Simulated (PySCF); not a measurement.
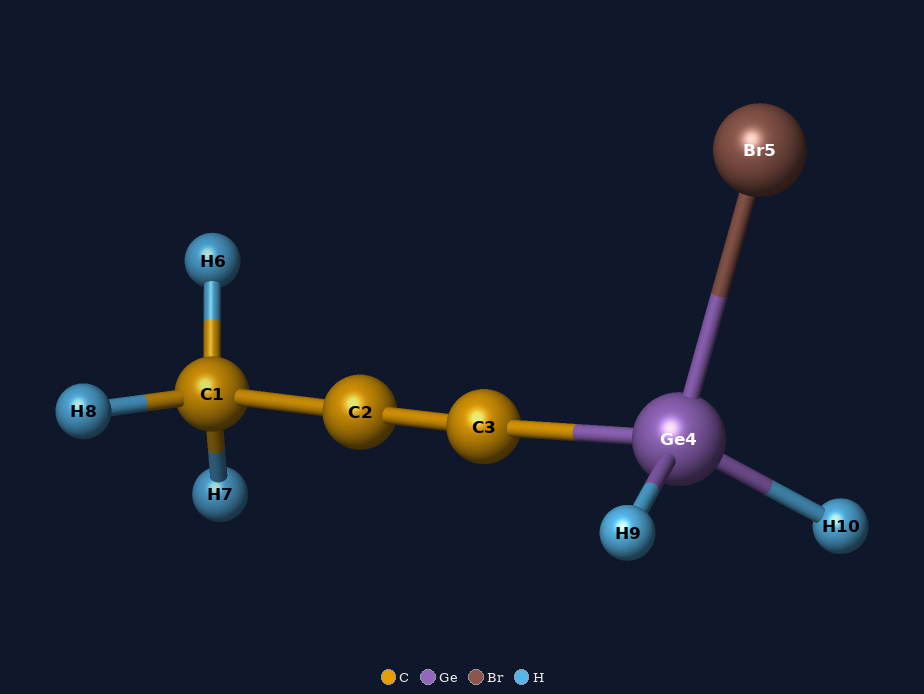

Computed geometry: PBE0-D3(BJ)/def2-SVP optimisation. No frequency run is at hand to confirm it as a minimum. Properties computed with delta-SCF UKS HF, pcX-2 on the ionised atom, pcseg-1 elsewhere, spin-free X2C (PySCF 2.14.0).

Give the core-electron binding energies (to vacuum) of C1 1s, C2 1s, C3 1s.

```tsv
atom	level	binding energy (eV)
C1	1s	291.8
C2	1s	290.3
C3	1s	289.5
```
